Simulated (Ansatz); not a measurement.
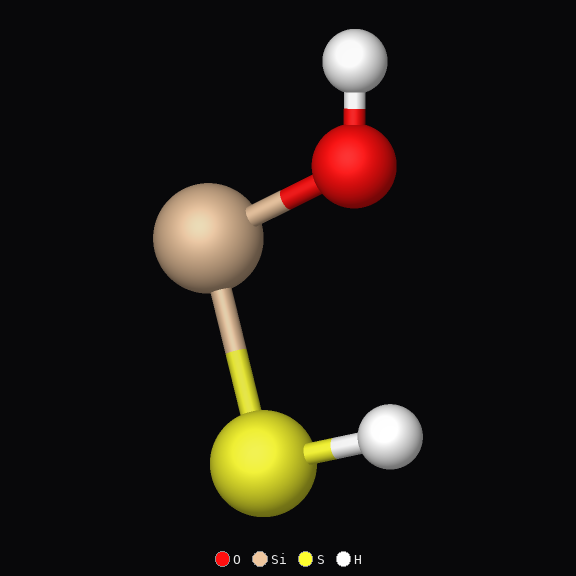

Computed geometry: PBE0-D4/def2-TZVP optimisation. No frequency run is at hand to confirm it as a minimum.

Question: Give the formula.

Answer: H2OSSi, 5 atoms: 2 hydrogen, 1 oxygen, 1 sulfur and 1 silicon.

Question: How many sets of symmetry-equivalent atoms are there?

Answer: 5: 1 O, 1 Si, 1 S, 1 H, 1 H.

More results for the same structure follow; atom numbers are the same in all pictures, views and colours differ.

**Electronic properties**

No frequency run is at hand to confirm it as a minimum. Level of theory: RKS PBE0-D4/def2-TZVPP (Ansatz 0.2.0).

What does the calculation give?

- HOMO energy (Kohn–Sham orbital): −6.89 eV
- LUMO energy (Kohn–Sham orbital): −1.70 eV
- HOMO–LUMO gap: 5.19 eV

**Charges**

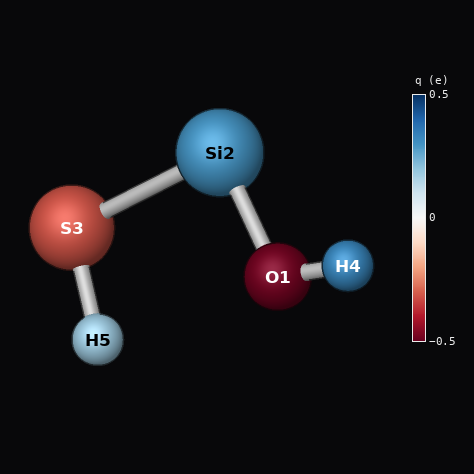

Atoms are coloured by their Mulliken charges. No frequency run is at hand to confirm it as a minimum. Level of theory: RKS PBE0-D4/def2-TZVP (Ansatz 0.2.0).

Question: Which atom carries the highest charge (most positive or least negative)?

Answer: H4 (0.33 e).

Question: And the lowest?

Answer: O1 (−0.48 e).

Give the Mulliken charges atom by atom.

```tsv
atom	value (e)
O1	−0.48
Si2	0.30
S3	−0.32
H4	0.33
H5	0.18
```

**Dipole moment**

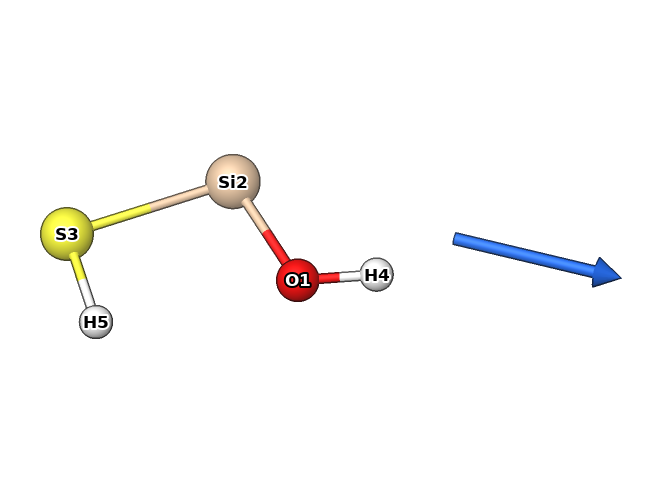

The arrow beside the molecule shows the direction of the dipole moment, from the negative to the positive end (its length means nothing). No frequency run is at hand to confirm it as a minimum. Level of theory: RKS PBE0-D4/def2-TZVP (Ansatz 0.2.0).

Question: Estimate the dipole moment.

Answer: 2.04 D; it points from the side of S3 to the side of H4 (the outermost atoms at the two ends).

Mulliken values depend strongly on the basis set and can even reverse the polarity of a bond.
